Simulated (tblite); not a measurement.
## Geometry relaxation, with input and output: C$_{3}$H$_{6}$Ge$_{2}$NO (part 1 of 4)

- system: C$_{3}$H$_{6}$Ge$_{2}$NO, multiplicity 2, SMILES N#[C][Ge]1[CH2][CH2][GeH2][O]1
- method: GFN2-xTB geometry optimisation, gas phase (tblite 0.8.0)

It belongs to a series of runs on one base structure; here: H removed from Ge.

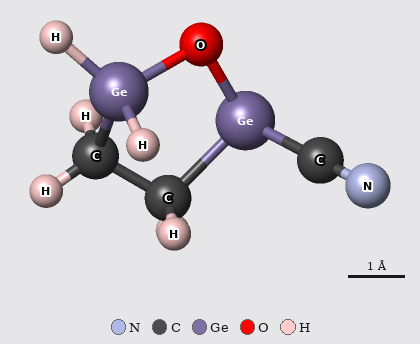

Fig. 1: The structure as given in the input (ball-and-stick view, seen at a tilt). Sticks mark near contacts. Bond lengths as drawn: C–C 1.50 Å, C–Ge 1.88 to 1.96 Å, C–H 1.10 to 1.13 Å, C–N 1.19 Å, Ge–H 1.53 to 1.56 Å and Ge–O 1.80 Å.

### The input
```
{"job": {"kind": "relax", "xc": "GFN2-xTB", "basis": "xTB"}, "charge": 0, "multiplicity": 2}
N      3.598400    -0.808200     0.892900
C      2.618500    -0.814000     0.223600
Ge     1.068900    -0.831500    -0.833000
C     -0.439300    -1.073100     0.400000
C     -1.480800    -0.110100    -0.097500
Ge    -0.382100     1.472200    -0.394400
O      0.851500     0.812800    -1.532900
H     -0.072900    -0.681100     1.398900
H     -0.787900    -2.113200     0.446000
H     -1.860300    -0.382500    -1.116300
H     -2.290700     0.108000     0.617600
H     -1.148800     2.650600    -0.986000
H      0.321100     1.770500     0.963300
```

The first line tells a small driver script what to run in tblite; the rest is the geometry in Å.

Machine: 1 CPU thread, shared host.

Run as:
```bash
OMP_NUM_THREADS=1 python <driver script> task.json out
```

### What the program printed
```
step      E/eV     max force
  0    -550.75553    5.676
  1    -550.33307   17.533
  2    -551.14696    1.644
  3    -551.24423    1.166
  4    -551.37334    0.402
  5    -551.38835    0.363
  6    -551.42403    0.443
  7    -551.45151    0.500
  8    -551.47567    0.400
  9    -551.49225    0.333
 10    -551.50839    0.326
 11    -551.52274    0.299
 12    -551.53409    0.230
 13    -551.54088    0.229
 14    -551.54674    0.194
 15    -551.55499    0.289
 16    -551.56650    0.345
 17    -551.57935    0.329
 18    -551.59032    0.310
 19    -551.59701    0.210
 20    -551.60078    0.177
 21    -551.60445    0.157
 22    -551.60785    0.173
 23    -551.61157    0.234
 24    -551.61628    0.227
 25    -551.62178    0.205
 26    -551.62662    0.186
 27    -551.62989    0.129
 28    -551.63211    0.163
 29    -551.63435    0.156
 30    -551.63718    0.163
 31    -551.63999    0.171
 32    -551.64203    0.109
 33    -551.64354    0.091
 34    -551.64506    0.104
 35    -551.64693    0.122
 36    -551.64915    0.137
 37    -551.65122    0.120
 38    -551.65278    0.103
 39    -551.65403    0.120
 40    -551.65535    0.128
 41    -551.65659    0.113
 42    -551.65747    0.093
 43    -551.65800    0.054
 44    -551.65845    0.053
 45    -551.65895    0.053
 46    -551.65942    0.065
 47    -551.65970    0.045
 48    -551.65989    0.036
 49    -551.66006    0.040
 50    -551.66021    0.033
 51    -551.66032    0.026
 52    -551.66040    0.023
 53    -551.66049    0.022
 54    -551.66059    0.025
 55    -551.66069    0.029
 56    -551.66082    0.036
 57    -551.66100    0.037
 58    -551.66125    0.046
 59    -551.66151    0.044
 60    -551.66170    0.034
 61    -551.66186    0.034
 62    -551.66204    0.038
 63    -551.66227    0.055
 64    -551.66250    0.054
 65    -551.66264    0.064
 66    -551.66271    0.020
 67    -551.66274    0.012
 68    -551.66277    0.012
 69    -551.66279    0.012
 70    -551.66283    0.014
 71    -551.66285    0.020
 72    -551.66287    0.021
 73    -551.66288    0.014
 74    -551.66289    0.007
```

### Trajectory as extended XYZ (Å, eV, eV/Å), 61 of the 75 frames kept, from step=0 to step=74
```
13
Properties=species:S:1:pos:R:3:forces:R:3 step=0 energy=-550.75553
N     3.5984   -0.8082    0.8929   -3.3430  -0.1460  -2.3850
C     2.6185   -0.8140    0.2236    4.5770   0.4920   3.3210
Ge    1.0689   -0.8315   -0.8330    0.4450  -1.3210  -2.3480
C    -0.4393   -1.0731    0.4000   -0.8300  -0.0480   1.4790
C    -1.4808   -0.1101   -0.0975   -0.4800   0.3090  -0.6000
Ge   -0.3821    1.4722   -0.3944    0.0900   1.2110   0.0710
O     0.8515    0.8128   -1.5329   -0.5050   0.4790   0.9320
H    -0.0729   -0.6811    1.3989   -0.3250  -0.8260  -0.7130
H    -0.7879   -2.1132    0.4460    0.1600   0.2640   0.2910
H    -1.8603   -0.3825   -1.1163   -0.1580  -0.1290   0.9730
H    -2.2907    0.1080    0.6176    0.0970  -0.4620  -0.4020
H    -1.1488    2.6506   -0.9860    0.3800   0.0150  -0.1050
H     0.3211    1.7705    0.9633   -0.1070   0.1610  -0.5160
13
Properties=species:S:1:pos:R:3:forces:R:3 step=1 energy=-550.33307
N     3.5507   -0.8103    0.8589   14.5010  -0.1140   9.8550
C     2.6839   -0.8070    0.2711  -14.0550   0.3700  -9.5640
Ge    1.0752   -0.8504   -0.8665    0.8340  -1.0910  -1.3310
C    -0.4511   -1.0737    0.4211   -0.6100   0.1250   0.2660
C    -1.4877   -0.1056   -0.1061    0.0320   0.3180   0.0250
Ge   -0.3808    1.4895   -0.3934   -0.0170   0.7130   0.1030
O     0.8443    0.8196   -1.5196   -0.4140   0.3890   0.8460
H    -0.0776   -0.6929    1.3887   -0.1490  -0.5450  -0.1520
H    -0.7857   -2.1094    0.4502    0.0000   0.0430   0.3300
H    -1.8625   -0.3843   -1.1024   -0.2710  -0.2340   0.5040
H    -2.2893    0.1014    0.6118   -0.0750  -0.3350  -0.3030
H    -1.1434    2.6508   -0.9874    0.3070   0.1570  -0.1560
H     0.3196    1.7728    0.9559   -0.0810   0.2030  -0.4210
13
Properties=species:S:1:pos:R:3:forces:R:3 step=2 energy=-551.14696
N     3.5976   -0.8114    0.8903   -0.3900  -0.0600  -0.2680
C     2.6441   -0.8034    0.2449    1.1060   0.3270   0.7410
Ge    1.0806   -0.8606   -0.8822    0.3270  -0.9380  -1.3100
C    -0.4573   -1.0734    0.4286   -0.5990   0.1450  -0.1410
C    -1.4896   -0.1030   -0.1085    0.2220   0.2530   0.2160
Ge   -0.3805    1.4977   -0.3926    0.0040   0.5210   0.1310
O     0.8404    0.8233   -1.5120   -0.3420   0.3380   0.7620
H    -0.0796   -0.6987    1.3850   -0.0440  -0.4220   0.0530
H    -0.7850   -2.1081    0.4528   -0.0420  -0.0380   0.3020
H    -1.8643   -0.3859   -1.0961   -0.3100  -0.2690   0.3180
H    -2.2892    0.0980    0.6088   -0.1260  -0.2720  -0.2360
H    -1.1405    2.6515   -0.9886    0.2690   0.2020  -0.1910
H     0.3188    1.7744    0.9519   -0.0730   0.2130  -0.3780
13
Properties=species:S:1:pos:R:3:forces:R:3 step=4 energy=-551.37334
N     3.6202   -0.8159    0.9062    0.1200   0.0270   0.1820
C     2.6739   -0.7791    0.2621    0.0240   0.0440  -0.2710
Ge    1.1063   -0.9268   -0.9779    0.1080   0.0640  -0.0620
C    -0.4936   -1.0683    0.4269    0.2740  -0.1600  -0.1430
C    -1.4822   -0.0840   -0.1027   -0.1490  -0.0130   0.0110
Ge   -0.3804    1.5351   -0.3830   -0.1470  -0.1140   0.0420
O     0.8162    0.8462   -1.4540    0.0940  -0.1340   0.2840
H    -0.0832   -0.7326    1.3833    0.0860  -0.1800  -0.0570
H    -0.7898   -2.1095    0.4743   -0.2410  -0.0700   0.0380
H    -1.8859   -0.4040   -1.0666   -0.1540  -0.0750   0.1010
H    -2.2999    0.0784    0.5933   -0.1930   0.0040   0.0760
H    -1.1199    2.6685   -1.0044    0.1360   0.2970  -0.2350
H     0.3139    1.7925    0.9248    0.0410   0.3100   0.0330
13
Properties=species:S:1:pos:R:3:forces:R:3 step=5 energy=-551.38835
N     3.6233   -0.8160    0.9100    0.0510   0.0400   0.1400
C     2.6798   -0.7754    0.2610    0.0390   0.0020  -0.2830
Ge    1.1112   -0.9341   -0.9910    0.0800   0.1660   0.0730
C    -0.4938   -1.0702    0.4245    0.2240  -0.1470  -0.1400
C    -1.4837   -0.0819   -0.1019   -0.1260  -0.1050   0.0570
Ge   -0.3827    1.5380   -0.3811   -0.1860  -0.1020   0.0300
O     0.8147    0.8469   -1.4422    0.1540  -0.1840   0.1990
H    -0.0822   -0.7398    1.3821    0.1080  -0.1460  -0.0710
H    -0.7943   -2.1108    0.4776   -0.2330  -0.0480  -0.0040
H    -1.8910   -0.4075   -1.0612   -0.1420  -0.0540   0.0500
H    -2.3043    0.0760    0.5925   -0.1560   0.0130   0.0960
H    -1.1151    2.6754   -1.0101    0.1480   0.2540  -0.2130
H     0.3139    1.7998    0.9220    0.0390   0.3100   0.0660
13
Properties=species:S:1:pos:R:3:forces:R:3 step=6 energy=-551.42403
N     3.6287   -0.8149    0.9208   -0.1830   0.0710  -0.0320
C     2.6972   -0.7671    0.2518    0.1830  -0.0860  -0.1850
Ge    1.1246   -0.9448   -1.0176   -0.0010   0.3090   0.3170
C    -0.4887   -1.0787    0.4145   -0.0040  -0.1060  -0.0550
C    -1.4903   -0.0814   -0.0970   -0.0650  -0.2700   0.1100
Ge   -0.3943    1.5421   -0.3761   -0.2140  -0.0020   0.0170
O     0.8165    0.8425   -1.4098    0.2260  -0.2200   0.0390
H    -0.0766   -0.7603    1.3772    0.1490  -0.0860  -0.1370
H    -0.8115   -2.1150    0.4847   -0.1610   0.0240  -0.1050
H    -1.9072   -0.4170   -1.0482   -0.0970   0.0010  -0.0160
H    -2.3186    0.0708    0.5938   -0.0150  -0.0140   0.1180
H    -1.0994    2.6984   -1.0295    0.1960   0.0950  -0.1360
H     0.3151    1.8259    0.9176   -0.0130   0.2830   0.0650
13
Properties=species:S:1:pos:R:3:forces:R:3 step=7 energy=-551.45151
N     3.6299   -0.8122    0.9298   -0.3160   0.0850  -0.1630
C     2.7139   -0.7627    0.2381    0.2870  -0.1260  -0.0490
Ge    1.1353   -0.9450   -1.0301   -0.0700   0.2860   0.4040
C    -0.4819   -1.0888    0.4043   -0.2260  -0.0600   0.0400
C    -1.4980   -0.0869   -0.0908   -0.0040  -0.2810   0.1030
Ge   -0.4089    1.5434   -0.3716   -0.1430   0.0830   0.0120
O     0.8238    0.8331   -1.3827    0.1830  -0.1350  -0.0160
H    -0.0682   -0.7788    1.3702    0.1640  -0.0540  -0.1800
H    -0.8300   -2.1183    0.4878   -0.0690   0.0580  -0.1660
H    -1.9227   -0.4246   -1.0383   -0.0600   0.0300  -0.0330
H    -2.3314    0.0669    0.5982    0.1130  -0.0720   0.1200
H    -1.0824    2.7202   -1.0490    0.2310  -0.0520  -0.0690
H     0.3161    1.8543    0.9163   -0.0900   0.2360  -0.0030
13
Properties=species:S:1:pos:R:3:forces:R:3 step=9 energy=-551.49225
N     3.6234   -0.8034    0.9397   -0.1250   0.0600  -0.1050
C     2.7411   -0.7643    0.2078    0.1350  -0.0870   0.0420
Ge    1.1448   -0.9281   -1.0197   -0.1380  -0.0740   0.2410
C    -0.4792   -1.1076    0.3912   -0.3130   0.0430   0.1040
C    -1.5107   -0.1068   -0.0788    0.0420   0.0280  -0.0110
Ge   -0.4349    1.5446   -0.3649    0.0790   0.1020   0.0050
O     0.8434    0.8141   -1.3458   -0.0510   0.2180   0.0350
H    -0.0469   -0.8066    1.3508    0.1100  -0.0360  -0.1230
H    -0.8606   -2.1221    0.4818    0.0440  -0.0570  -0.1680
H    -1.9470   -0.4331   -1.0269   -0.0130   0.0320   0.0070
H    -2.3432    0.0579    0.6131    0.2150  -0.1620   0.1100
H    -1.0465    2.7483   -1.0808    0.2220  -0.2060  -0.0100
H     0.3118    1.9076    0.9149   -0.2060   0.1380  -0.1270
13
Properties=species:S:1:pos:R:3:forces:R:3 step=10 energy=-551.50839
N     3.6192   -0.7983    0.9411    0.0980   0.0380   0.0430
C     2.7505   -0.7687    0.1959   -0.0600  -0.0440  -0.0220
Ge    1.1429   -0.9214   -1.0045   -0.1410  -0.2110   0.0710
C    -0.4872   -1.1130    0.3902   -0.1230   0.0420   0.0500
C    -1.5140   -0.1143   -0.0751    0.0100   0.2120  -0.0650
Ge   -0.4417    1.5472   -0.3629    0.1310   0.0250  -0.0030
O     0.8498    0.8130   -1.3344   -0.1180   0.2940   0.0760
H    -0.0359   -0.8159    1.3401    0.0490  -0.0310  -0.0330
H    -0.8694   -2.1247    0.4736    0.0380  -0.1370  -0.1270
H    -1.9548   -0.4343   -1.0240   -0.0040   0.0280   0.0320
H    -2.3400    0.0506    0.6221    0.1580  -0.1440   0.1180
H    -1.0279    2.7508   -1.0913    0.1730  -0.1850  -0.0310
H     0.3042    1.9295    0.9114   -0.2090   0.1130  -0.1100
13
Properties=species:S:1:pos:R:3:forces:R:3 step=11 energy=-551.52274
N     3.6168   -0.7929    0.9431    0.2110   0.0260   0.1110
C     2.7600   -0.7730    0.1854   -0.1720  -0.0190  -0.0360
Ge    1.1389   -0.9208   -0.9914   -0.1270  -0.2190  -0.0770
C    -0.4981   -1.1172    0.3903    0.0870   0.0010  -0.0240
C    -1.5167   -0.1169   -0.0726   -0.0130   0.2900  -0.0730
Ge   -0.4457    1.5512   -0.3608    0.1380  -0.0590  -0.0200
O     0.8531    0.8179   -1.3210   -0.1150   0.2360   0.0950
H    -0.0247   -0.8261    1.3294   -0.0210  -0.0240   0.0520
H    -0.8771   -2.1296    0.4639    0.0240  -0.1500  -0.0910
H    -1.9629   -0.4352   -1.0198    0.0000   0.0400   0.0380
H    -2.3342    0.0404    0.6326    0.0710  -0.0870   0.1330
H    -1.0065    2.7498   -1.1022    0.1040  -0.1340  -0.0670
H     0.2927    1.9529    0.9056   -0.1870   0.1000  -0.0410
13
Properties=species:S:1:pos:R:3:forces:R:3 step=12 energy=-551.53409
N     3.6168   -0.7874    0.9460    0.1790   0.0230   0.0630
C     2.7693   -0.7765    0.1770   -0.1770  -0.0200   0.0190
Ge    1.1342   -0.9256   -0.9848   -0.0880  -0.1220  -0.1560
C    -0.5074   -1.1213    0.3895    0.2100  -0.0320  -0.0890
C    -1.5192   -0.1142   -0.0709   -0.0050   0.2120  -0.0200
Ge   -0.4477    1.5552   -0.3589    0.1010  -0.0970  -0.0350
O     0.8540    0.8263   -1.3046   -0.0470   0.0790   0.0750
H    -0.0151   -0.8376    1.3203   -0.0840  -0.0200   0.0970
H    -0.8843   -2.1365    0.4541    0.0200  -0.0870  -0.0700
H    -1.9714   -0.4359   -1.0142    0.0040   0.0710   0.0320
H    -2.3285    0.0290    0.6443    0.0070  -0.0140   0.1330
H    -0.9841    2.7477   -1.1145    0.0340  -0.0880  -0.1000
H     0.2789    1.9774    0.8990   -0.1520   0.0930   0.0520
13
Properties=species:S:1:pos:R:3:forces:R:3 step=14 energy=-551.54674
N     3.6209   -0.7803    0.9480    0.0310   0.0270  -0.0730
C     2.7762   -0.7810    0.1739   -0.1270  -0.0520   0.0850
Ge    1.1266   -0.9367   -0.9894    0.0230   0.0640  -0.1080
C    -0.5089   -1.1271    0.3834    0.1160  -0.0130  -0.0950
C    -1.5211   -0.1042   -0.0676    0.0390  -0.0990   0.0990
Ge   -0.4461    1.5572   -0.3583   -0.0110  -0.0050  -0.0050
O     0.8539    0.8364   -1.2818    0.1090  -0.1600  -0.0160
H    -0.0099   -0.8525    1.3153   -0.1200  -0.0360   0.0550
H    -0.8908   -2.1461    0.4405    0.0460   0.0740  -0.0690
H    -1.9812   -0.4327   -1.0054    0.0060   0.1230   0.0360
H    -2.3222    0.0163    0.6628    0.0290   0.0590   0.0720
H    -0.9581    2.7417   -1.1342   -0.0340  -0.0600  -0.1190
H     0.2561    2.0096    0.8951   -0.1090   0.0790   0.1360
13
Properties=species:S:1:pos:R:3:forces:R:3 step=15 energy=-551.55499
N     3.6243   -0.7753    0.9461   -0.0460   0.0260  -0.1320
C     2.7749   -0.7857    0.1763   -0.0970  -0.0700   0.0920
Ge    1.1215   -0.9418   -0.9955    0.1110   0.1220  -0.0430
C    -0.5038   -1.1307    0.3763   -0.0200   0.0150  -0.0360
C    -1.5207   -0.0994   -0.0632    0.0660  -0.2400   0.1340
Ge   -0.4439    1.5566   -0.3587   -0.0680   0.0770   0.0420
O     0.8567    0.8382   -1.2703    0.1700  -0.2260  -0.0580
H    -0.0118   -0.8612    1.3154   -0.1110  -0.0580  -0.0040
H    -0.8922   -2.1501    0.4298    0.0680   0.1410  -0.0720
H    -1.9857   -0.4260   -0.9996   -0.0020   0.1320   0.0490
H    -2.3171    0.0112    0.6767    0.0760   0.0750   0.0180
H    -0.9450    2.7346   -1.1491   -0.0590  -0.0520  -0.1230
H     0.2384    2.0300    0.8980   -0.0900   0.0590   0.1340
13
Properties=species:S:1:pos:R:3:forces:R:3 step=16 energy=-551.56650
N     3.6285   -0.7673    0.9406   -0.1340   0.0180  -0.1880
C     2.7697   -0.7946    0.1810   -0.0450  -0.0800   0.0930
Ge    1.1156   -0.9461   -1.0033    0.2200   0.1390   0.0310
C    -0.4957   -1.1358    0.3654   -0.1840   0.0440   0.0610
C    -1.5192   -0.0963   -0.0546    0.0900  -0.3070   0.1300
Ge   -0.4416    1.5562   -0.3585   -0.1040   0.1530   0.0960
O     0.8643    0.8368   -1.2553    0.1890  -0.2280  -0.0710
H    -0.0168   -0.8746    1.3157   -0.0770  -0.0850  -0.0700
H    -0.8926   -2.1538    0.4117    0.0860   0.1670  -0.0710
H    -1.9920   -0.4129   -0.9906   -0.0200   0.1160   0.0660
H    -2.3075    0.0054    0.6983    0.1290   0.0820  -0.0490
H    -0.9272    2.7225   -1.1735   -0.0860  -0.0420  -0.1230
H     0.2101    2.0609    0.9053   -0.0640   0.0240   0.0960
13
Properties=species:S:1:pos:R:3:forces:R:3 step=17 energy=-551.57935
N     3.6322   -0.7571    0.9316   -0.1980   0.0000  -0.2150
C     2.7611   -0.8072    0.1867    0.0200  -0.0720   0.0870
Ge    1.1119   -0.9484   -1.0100    0.3000   0.1000   0.0900
C    -0.4884   -1.1415    0.3537   -0.2820   0.0560   0.1400
C    -1.5162   -0.0970   -0.0426    0.0910  -0.2320   0.0730
Ge   -0.4403    1.5575   -0.3566   -0.0920   0.1750   0.1180
O     0.8767    0.8318   -1.2387    0.1370  -0.1370  -0.0330
H    -0.0236   -0.8920    1.3146   -0.0220  -0.1030  -0.1010
H    -0.8919   -2.1561    0.3880    0.0780   0.1140  -0.0620
H    -2.0000   -0.3951   -0.9789   -0.0410   0.0700   0.0810
H    -2.2934   -0.0002    0.7241    0.1530   0.0840  -0.0980
H    -0.9070    2.7069   -1.2053   -0.1090  -0.0360  -0.1130
H     0.1744    2.0989    0.9157   -0.0340  -0.0180   0.0330
13
Properties=species:S:1:pos:R:3:forces:R:3 step=18 energy=-551.59032
N     3.6336   -0.7481    0.9213   -0.1650  -0.0160  -0.1630
C     2.7523   -0.8196    0.1910    0.0340  -0.0520   0.0460
Ge    1.1137   -0.9484   -1.0129    0.2880   0.0270   0.1110
C    -0.4867   -1.1460    0.3461   -0.2250   0.0320   0.1300
C    -1.5124   -0.1007   -0.0315    0.0540  -0.0400  -0.0120
Ge   -0.4406    1.5610   -0.3530   -0.0410   0.1220   0.0830
O     0.8897    0.8258   -1.2241    0.0430   0.0060   0.0360
H    -0.0292   -0.9092    1.3115    0.0330  -0.0990  -0.0610
H    -0.8905   -2.1570    0.3659    0.0350  -0.0010  -0.0480
H    -2.0079   -0.3785   -0.9672   -0.0540   0.0130   0.0800
H    -2.2783   -0.0039    0.7454    0.1240   0.0890  -0.0960
H    -0.8907    2.6927   -1.2353   -0.1200  -0.0380  -0.0920
H     0.1425    2.1325    0.9250   -0.0040  -0.0440  -0.0150
13
Properties=species:S:1:pos:R:3:forces:R:3 step=20 energy=-551.60078
N     3.6320   -0.7398    0.9086    0.0520  -0.0180   0.0270
C     2.7437   -0.8338    0.1925   -0.0400  -0.0190  -0.0440
Ge    1.1272   -0.9480   -1.0094    0.0720  -0.0230   0.0600
C    -0.4944   -1.1504    0.3436    0.0390  -0.0410  -0.0130
C    -1.5077   -0.1031   -0.0226    0.0020   0.1650  -0.0650
Ge   -0.4428    1.5694   -0.3469    0.0300  -0.0050  -0.0430
O     0.9030    0.8230   -1.2052   -0.0300   0.1240   0.1160
H    -0.0304   -0.9314    1.3057    0.0550  -0.0660   0.0450
H    -0.8899   -2.1604    0.3421   -0.0380  -0.1090  -0.0340
H    -2.0193   -0.3638   -0.9521   -0.0580  -0.0400   0.0270
H    -2.2593   -0.0039    0.7626    0.0120   0.1200  -0.0130
H    -0.8786    2.6778   -1.2687   -0.1230  -0.0490  -0.0440
H     0.1120    2.1648    0.9319    0.0280  -0.0390  -0.0190
13
Properties=species:S:1:pos:R:3:forces:R:3 step=21 energy=-551.60445
N     3.6317   -0.7372    0.9037    0.0970  -0.0220   0.0650
C     2.7408   -0.8396    0.1925   -0.0070   0.0020  -0.0250
Ge    1.1354   -0.9489   -1.0068   -0.0630   0.0020   0.0220
C    -0.4977   -1.1531    0.3427    0.1050  -0.0500  -0.0580
C    -1.5055   -0.0997   -0.0208    0.0040   0.1150  -0.0390
Ge   -0.4432    1.5735   -0.3454    0.0410  -0.0280  -0.0820
O     0.9072    0.8255   -1.1941   -0.0030   0.1030   0.1180
H    -0.0291   -0.9424    1.3044    0.0340  -0.0580   0.0450
H    -0.8908   -2.1646    0.3322   -0.0500  -0.0740  -0.0320
H    -2.0258   -0.3596   -0.9451   -0.0480  -0.0390   0.0040
H    -2.2514   -0.0005    0.7683   -0.0200   0.1340   0.0190
H    -0.8773    2.6709   -1.2830   -0.1200  -0.0560  -0.0180
H     0.1012    2.1761    0.9335    0.0320  -0.0300  -0.0180
13
Properties=species:S:1:pos:R:3:forces:R:3 step=22 energy=-551.60785
N     3.6325   -0.7358    0.8997    0.0990  -0.0280   0.0710
C     2.7384   -0.8446    0.1933    0.0540   0.0210   0.0140
Ge    1.1422   -0.9497   -1.0046   -0.1690   0.0380  -0.0080
C    -0.4988   -1.1561    0.3411    0.1020  -0.0380  -0.0710
C    -1.5031   -0.0947   -0.0200    0.0080   0.0080   0.0010
Ge   -0.4425    1.5770   -0.3457    0.0320  -0.0280  -0.0870
O     0.9110    0.8296   -1.1825    0.0500   0.0580   0.0950
H    -0.0278   -0.9530    1.3044    0.0060  -0.0540   0.0130
H    -0.8919   -2.1693    0.3232   -0.0460  -0.0060  -0.0330
H    -2.0322   -0.3565   -0.9389   -0.0280  -0.0280  -0.0040
H    -2.2447    0.0060    0.7729   -0.0230   0.1350   0.0310
H    -0.8802    2.6634   -1.2956   -0.1130  -0.0570   0.0040
H     0.0929    2.1842    0.9348    0.0280  -0.0210  -0.0260
```
